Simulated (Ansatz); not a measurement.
# Geometry relaxation, with input and output: CH9BO2Si2 (part 2 of 2)

CH9BO2Si2, SMILES OCB[SiH2][SiH2]O; RKS B3LYP-D4/STO-3G (Ansatz 0.2.0). It belongs to a series of runs on one base structure; here: start relaxed.

Geometry of the input (Å):
```
O  -2.2810  -1.0243  -0.7345
C  -1.0163  -1.1744  -1.1846
B  -0.1049  -1.5212  0.0384
Si 1.5282  -0.3950  0.4882
Si 0.7610  1.6527  0.9631
O  0.0667  2.3978  -0.4151
H  -2.3519  -0.0554  -0.3758
H  -0.9524  -2.0068  -1.9000
H  -0.6346  -0.2519  -1.6748
H  -0.2981  -2.4756  0.7335
H  2.1380  -0.9716  1.6787
H  2.3934  -0.3484  -0.6370
H  -0.2893  1.6250  2.0424
H  1.8823  2.4746  1.4414
H  -0.8628  2.0240  -0.4348
```

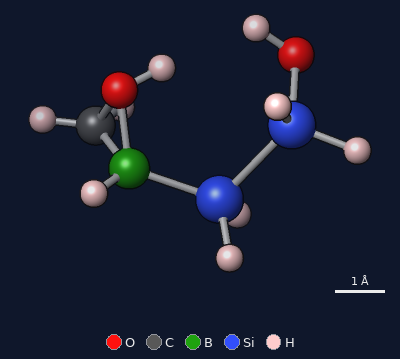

Figure 1. The geometry at step 21 of the log (ball-and-stick view, seen at a tilt).

## Trajectory as extended XYZ, continued
```
15
Properties=species:S:1:pos:R:3:forces:R:3 step=4 energy=-21448.18431
O    -2.3806   -1.0409   -0.7541   -0.1317   0.1740   0.0714
C    -0.9797   -1.2080   -1.2424    0.3446  -0.1009  -0.0160
B    -0.0524   -1.5298    0.0208   -0.1655  -0.2085  -0.0577
Si    1.4751   -0.4202    0.5296   -0.0240   0.0201   0.0157
Si    0.7535    1.6873    1.0141    0.0585   0.0257  -0.0668
O     0.1041    2.5366   -0.3469   -0.1497  -0.1071   0.0239
H    -2.3041   -0.1706   -0.2006    0.0040  -0.1367  -0.0391
H    -1.0144   -2.0795   -1.9352   -0.0088   0.0728   0.0988
H    -0.6639   -0.3308   -1.8557   -0.0642  -0.0647   0.0686
H    -0.4161   -2.4349    0.6934    0.0729   0.2515  -0.1432
H     2.2017   -0.9409    1.6675   -0.0081   0.0041  -0.0236
H     2.4125   -0.3213   -0.5718   -0.0518  -0.0025   0.0222
H    -0.2278    1.6352    2.0841   -0.0141  -0.0003   0.0330
H     1.8571    2.5118    1.4585   -0.0277  -0.0086  -0.0006
H    -0.7868    2.0556   -0.5320    0.1656   0.0810   0.0134
15
Properties=species:S:1:pos:R:3:forces:R:3 step=7 energy=-21448.19613
O    -2.3655   -0.9938   -0.7826   -0.0175  -0.0241  -0.0171
C    -0.9676   -1.2376   -1.2640   -0.0025  -0.0037  -0.0082
B    -0.0690   -1.5224    0.0131   -0.0041  -0.0128   0.0321
Si    1.4539   -0.4060    0.5116    0.0121  -0.0033  -0.0030
Si    0.7424    1.6937    1.0387   -0.0005   0.0016  -0.0177
O     0.1060    2.5726   -0.3048    0.0026   0.0188  -0.0093
H    -2.2299   -0.2042   -0.1335    0.0109   0.0330   0.0193
H    -1.0415   -2.1364   -1.9109   -0.0005  -0.0021  -0.0087
H    -0.6321   -0.3987   -1.9143    0.0060  -0.0023   0.0002
H    -0.4583   -2.3788    0.7178    0.0072   0.0077  -0.0062
H     2.2066   -0.9384    1.6259   -0.0048   0.0001  -0.0042
H     2.3648   -0.2863   -0.6075   -0.0042   0.0069   0.0041
H    -0.2401    1.6258    2.1089   -0.0017  -0.0100  -0.0002
H     1.8445    2.5076    1.5022    0.0005  -0.0033   0.0099
H    -0.7359    2.0526   -0.5714   -0.0035  -0.0066   0.0091
15
Properties=species:S:1:pos:R:3:forces:R:3 step=10 energy=-21448.19880
O    -2.3257   -0.9038   -0.7717    0.1897   0.0700   0.0712
C    -0.9604   -1.2880   -1.2727   -0.0214  -0.0440  -0.1899
B    -0.0672   -1.5365    0.0164   -0.0659   0.0343   0.0217
Si    1.4502   -0.3988    0.4830   -0.0003   0.0146  -0.0109
Si    0.7183    1.6843    1.0528    0.0014  -0.0190   0.0457
O     0.0906    2.6035   -0.2678    0.0070   0.0034  -0.0014
H    -2.1086   -0.0868   -0.1730   -0.0224  -0.1031  -0.1020
H    -1.1193   -2.2243   -1.8552   -0.0068   0.1585   0.1001
H    -0.5791   -0.5200   -1.9895   -0.0812  -0.1064   0.1203
H    -0.4647   -2.3596    0.7554    0.0165   0.0004  -0.0248
H     2.2309   -0.9253    1.5806    0.0032   0.0024  -0.0037
H     2.3373   -0.2516   -0.6517   -0.0032  -0.0067   0.0078
H    -0.2771    1.5712    2.1082    0.0046   0.0117  -0.0181
H     1.8086    2.4887    1.5610   -0.0128  -0.0121  -0.0130
H    -0.7556    2.0966   -0.5464   -0.0084  -0.0039  -0.0033
15
Properties=species:S:1:pos:R:3:forces:R:3 step=12 energy=-21448.20787
O    -2.2523   -0.7983   -0.7220    0.5244   0.3126   0.2237
C    -0.9566   -1.3424   -1.2826   -0.1304  -0.1545  -0.3565
B    -0.0579   -1.5600    0.0065   -0.2140   0.0782   0.0451
Si    1.4384   -0.3911    0.4653    0.0594   0.0774  -0.0127
Si    0.6937    1.6760    1.0750   -0.0856  -0.0435   0.0472
O     0.0598    2.6139   -0.2311    0.0107   0.0048   0.0012
H    -1.9314    0.0848   -0.2634   -0.1362  -0.4388  -0.2716
H    -1.2385   -2.3024   -1.7850    0.0578   0.4022   0.1785
H    -0.5518   -0.6549   -2.0689   -0.1405  -0.1874   0.2145
H    -0.4475   -2.3738    0.7599    0.0495  -0.0087  -0.0379
H     2.2451   -0.9139    1.5465   -0.0076  -0.0046  -0.0169
H     2.3084   -0.2064   -0.6775    0.0001  -0.0365   0.0120
H    -0.3123    1.5227    2.1154    0.0136   0.0403  -0.0071
H     1.7638    2.4900    1.6105    0.0020  -0.0374  -0.0218
H    -0.7827    2.1053   -0.5194   -0.0031  -0.0039   0.0022
15
Properties=species:S:1:pos:R:3:forces:R:3 step=15 energy=-21448.50819
O    -1.9161   -0.6745   -0.4435    2.2144   1.1470   0.1299
C    -0.9305   -1.4457   -1.3457   -0.3672  -0.5064  -0.2964
B    -0.0964   -1.5831   -0.0218   -1.0443   0.2781  -0.0820
Si    1.3713   -0.3746    0.4582   -0.0405   0.1296   0.0035
Si    0.6284    1.6763    1.1034    0.0970  -0.1022   0.0970
O    -0.0214    2.6221   -0.1917   -0.0293   0.0754  -0.0579
H    -1.4902    0.3147   -0.4815   -0.8647  -1.6114  -0.0227
H    -1.4826   -2.3495   -1.7159    0.2631   0.5677   0.1605
H    -0.5846   -0.8316   -2.2052   -0.1351  -0.0684   0.1507
H    -0.4096   -2.4612    0.6932    0.0342   0.0641  -0.0913
H     2.1812   -0.9034    1.5337   -0.0355  -0.0247   0.0047
H     2.2599   -0.1745   -0.6679   -0.0204  -0.0232  -0.0011
H    -0.3621    1.5230    2.1564   -0.0145   0.0509   0.0072
H     1.7055    2.4903    1.6224   -0.0111   0.0118  -0.0027
H    -0.8747    2.1211   -0.4649   -0.0461   0.0115   0.0007
15
Properties=species:S:1:pos:R:3:forces:R:3 step=18 energy=-21448.50161 accepted=F
O    -1.5880   -0.8348   -0.3971    0.2669   0.7491   2.4587
C    -0.7638   -1.5779   -1.4364   -1.7073   1.3783  -0.9277
B    -0.1211   -1.5428    0.0040   -1.5126  -0.3841  -0.2139
Si    1.3769   -0.3788    0.4340   -1.0868   0.4062   0.4462
Si    0.6505    1.6922    1.0751   -0.1055   0.1963   0.0912
O    -0.0457    2.6536   -0.2104    0.0049  -0.2467   0.1227
H    -1.4066    0.1734   -0.4351    0.1724   0.0928  -0.5158
H    -1.6184   -2.2127   -1.7473    1.0858  -1.1602  -0.6489
H    -0.6079   -0.7822   -2.1944    0.8095  -0.6830  -0.4808
H    -0.4605   -2.4151    0.7058    0.4485  -0.1890   0.0158
H     1.9653   -0.9747    1.6102    0.7533   0.1301  -0.2484
H     2.1633   -0.1791   -0.7516    0.6947  -0.1647   0.1294
H    -0.3225    1.5969    2.1580    0.0303  -0.0980  -0.1235
H     1.7135    2.5294    1.5990    0.0221  -0.0857  -0.1591
H    -0.9567    2.2020   -0.3849    0.1237   0.0585   0.0542
15
Properties=species:S:1:pos:R:3:forces:R:3 step=21 energy=-21449.16320
O    -1.6169   -0.7607   -0.3660   -0.0916   0.1394   0.0868
C    -0.8663   -1.5496   -1.4462    0.0617  -0.0448  -0.0956
B    -0.2201   -1.5272   -0.0087    0.0512  -0.0552  -0.0155
Si    1.3080   -0.3739    0.4600   -0.0753  -0.0367   0.0595
Si    0.6476    1.7056    1.1046    0.0707   0.0526   0.0101
O    -0.0655    2.6331   -0.1855   -0.4371  -0.1754  -0.0499
H    -1.3955    0.2208   -0.5710   -0.0121   0.0399   0.0065
H    -1.5229   -2.3672   -1.7853    0.0053  -0.0520  -0.0252
H    -0.5614   -0.8881   -2.2753    0.0194  -0.0151  -0.0177
H    -0.4826   -2.4355    0.6794   -0.0048  -0.0044   0.0180
H     2.0767   -0.9230    1.5551    0.0085  -0.0086  -0.0027
H     2.2287   -0.2176   -0.6467   -0.0027   0.0275   0.0111
H    -0.2928    1.6528    2.2151    0.0586  -0.0347  -0.0250
H     1.7799    2.5036    1.5297   -0.0420   0.0031  -0.0143
H    -1.0386    2.2765   -0.2304    0.3902   0.1644   0.0540
15
Properties=species:S:1:pos:R:3:forces:R:3 step=24 energy=-21449.35129
O    -1.5602   -0.6365   -0.4813    0.1210  -0.1259  -0.0354
C    -0.8118   -1.5333   -1.4842   -0.0115   0.0995   0.0502
B    -0.2534   -1.5054   -0.0099   -0.1600   0.0440  -0.0304
Si    1.3088   -0.4302    0.5242    0.0982   0.0570  -0.0095
Si    0.6731    1.6822    1.0632    0.1071   0.0634   0.0153
O    -0.3292    2.3106   -0.2447   -1.9223  -0.7756   0.8568
H    -1.2395    0.3190   -0.6981    0.2532   0.4618   0.0386
H    -1.5069   -2.3175   -1.8312    0.0198   0.0308   0.0042
H    -0.4042   -0.9352   -2.3184    0.0070  -0.0353   0.0159
H    -0.6201   -2.3674    0.6938    0.0000   0.0536  -0.0245
H     2.0183   -0.9966    1.6504    0.0051   0.0156  -0.0093
H     2.2737   -0.2799   -0.5467    0.0031  -0.0704   0.0361
H    -0.0751    1.7377    2.3140    0.0835   0.0429  -0.1491
H     1.8012    2.5977    1.1889   -0.1698  -0.1019  -0.0188
H    -1.2963    2.3043    0.2093    1.5657   0.2406  -0.7401
15
Properties=species:S:1:pos:R:3:forces:R:3 step=27 energy=-21450.44834
O    -1.4756   -0.5053   -0.4810    0.3282  -0.9140  -0.1353
C    -0.8055   -1.4474   -1.4832   -0.1494   0.3586   0.1973
B    -0.2750   -1.4604   -0.0048   -0.3760   0.1281  -0.0556
Si    1.3562   -0.4919    0.5326    0.0719  -0.2560  -0.0080
Si    0.6610    1.5815    1.0477    0.1244  -0.1863  -0.1375
O    -0.5613    1.7760   -0.2530   -0.3404   0.7434   1.0303
H    -1.0684    0.5006   -0.5746    0.0055   0.7191   0.4154
H    -1.5262   -2.2141   -1.8224   -0.0183   0.2100   0.0060
H    -0.3511   -0.9023   -2.3260    0.0898   0.0320  -0.0166
H    -0.6624   -2.3208    0.6885    0.0135   0.0432   0.0215
H     2.0559   -1.0255    1.6756    0.0988  -0.0360   0.0379
H     2.3199   -0.3119   -0.5315    0.0982  -0.0118   0.0464
H    -0.0624    1.7509    2.2961   -0.0574  -0.0504  -0.0949
H     1.6563    2.6522    1.0469   -0.4054   0.0314  -0.3272
H    -1.2832    2.3677    0.2182    0.5166  -0.8113  -0.9797
15
Properties=species:S:1:pos:R:3:forces:R:3 step=29 energy=-21450.70302
O    -1.4619   -0.5582   -0.3454   -0.2170  -0.0917  -0.0924
C    -0.7879   -1.3256   -1.4582   -0.1841   0.2588  -0.0192
B    -0.2707   -1.5058    0.0170   -0.0293   0.0718  -0.0080
Si    1.3851   -0.5691    0.5655   -0.0547  -0.0533   0.0582
Si    0.6709    1.5413    0.9857    0.2330  -0.0088  -0.1625
O    -0.5889    1.6794   -0.2633   -0.1966   0.3561   0.2813
H    -1.1290    0.5212   -0.3862    0.1109  -0.2298   0.0407
H    -1.4903   -2.0493   -1.9124    0.0640   0.1947  -0.0214
H    -0.3395   -0.6342   -2.2001    0.0111  -0.2818   0.0763
H    -0.6390   -2.4377    0.6285    0.1664   0.0312  -0.0584
H     2.0451   -1.0513    1.7578    0.0647   0.0475   0.0084
H     2.3909   -0.4386   -0.4688    0.0473  -0.0111   0.0783
H    -0.0357    1.7405    2.2368    0.0044   0.0545   0.0241
H     1.5268    2.7083    0.7905   -0.1761  -0.1364   0.0205
H    -1.2977    2.3286    0.0817    0.1559  -0.2017  -0.2258
15
Properties=species:S:1:pos:R:3:forces:R:3 step=32 energy=-21450.75269
O    -1.5014   -0.6369   -0.2952   -0.0258  -0.0247  -0.1450
C    -0.7962   -1.2450   -1.4854   -0.0934   0.0698   0.0830
B    -0.2494   -1.5381   -0.0401    0.1304   0.0170   0.0079
Si    1.3668   -0.5923    0.6217    0.0139  -0.0468   0.0620
Si    0.7037    1.5566    0.9103   -0.0064   0.0596  -0.1071
O    -0.6856    1.6186   -0.1890    0.0492   0.0325   0.0548
H    -1.1947    0.4450   -0.2720   -0.0396   0.0385   0.0061
H    -1.4666   -1.9374   -2.0213    0.0319   0.0061   0.0401
H    -0.3732   -0.4775   -2.1555    0.0018   0.0047  -0.0043
H    -0.5224   -2.5521    0.4703   -0.0204  -0.0867   0.0198
H     1.8885   -1.0108    1.9077   -0.0119   0.0013  -0.0689
H     2.4969   -0.5521   -0.2845   -0.0164   0.0070   0.0341
H     0.1552    1.9043    2.2088    0.0117   0.0058   0.0106
H     1.5254    2.6832    0.5006   -0.0083  -0.0375   0.0259
H    -1.3688    2.2841    0.1528   -0.0165  -0.0467  -0.0191
15
Properties=species:S:1:pos:R:3:forces:R:3 step=35 energy=-21450.75803
O    -1.5132   -0.6637   -0.2940    0.0393  -0.0223  -0.0100
C    -0.7863   -1.2126   -1.4953   -0.0018   0.0194   0.0052
B    -0.2372   -1.5500   -0.0607   -0.0175   0.0144   0.0227
Si    1.3529   -0.6003    0.6507    0.0232  -0.0102  -0.0076
Si    0.7149    1.5662    0.8728   -0.0316   0.0471   0.0288
O    -0.7305    1.6038   -0.1500    0.0164  -0.0017   0.0114
H    -1.2254    0.4222   -0.2398   -0.0053   0.0259   0.0056
H    -1.4317   -1.9077   -2.0556   -0.0004   0.0009  -0.0010
H    -0.3803   -0.4131   -2.1387   -0.0026  -0.0164   0.0060
H    -0.4947   -2.5933    0.4047    0.0039   0.0185  -0.0155
H     1.8198   -1.0032    1.9603   -0.0089  -0.0009  -0.0118
H     2.5214   -0.5915   -0.2060   -0.0248   0.0024   0.0193
H     0.2447    1.9889    2.1830    0.0265  -0.0253  -0.0566
H     1.5372    2.6542    0.3710   -0.0206  -0.0288   0.0032
H    -1.4132    2.2496    0.2268    0.0042  -0.0230   0.0003
15
Properties=species:S:1:pos:R:3:forces:R:3 step=38 energy=-21450.75905
O    -1.5128   -0.6713   -0.3011   -0.0002   0.0024   0.0069
C    -0.7746   -1.1987   -1.5037   -0.0018  -0.0082  -0.0064
B    -0.2347   -1.5513   -0.0691   -0.0095  -0.0018  -0.0035
Si    1.3446   -0.6042    0.6648    0.0055   0.0000   0.0008
Si    0.7205    1.5703    0.8505    0.0009   0.0141   0.0072
O    -0.7590    1.6017   -0.1231   -0.0064   0.0077   0.0053
H    -1.2361    0.4175   -0.2293    0.0038  -0.0027  -0.0027
H    -1.4112   -1.8917   -2.0768    0.0013   0.0034  -0.0018
H    -0.3694   -0.3899   -2.1355    0.0006  -0.0007   0.0075
H    -0.4893   -2.6029    0.3779    0.0049   0.0058  -0.0024
H     1.7772   -0.9974    1.9886   -0.0014   0.0049  -0.0016
H     2.5316   -0.6140   -0.1640   -0.0030  -0.0003   0.0014
H     0.3012    2.0312    2.1625    0.0041  -0.0040  -0.0125
H     1.5343    2.6340    0.2890   -0.0085  -0.0130   0.0056
H    -1.4439    2.2163    0.2985    0.0095  -0.0076  -0.0038
```

## Results in brief

```csv
quantity,value
outcome,converged
total energy,−21450.7593 eV
mean-field energy,−21450.1399 eV
largest force (length of the vector) at the end,0.017 eV/Å
wall time,1.9 min
peak memory,0.14 GiB
```
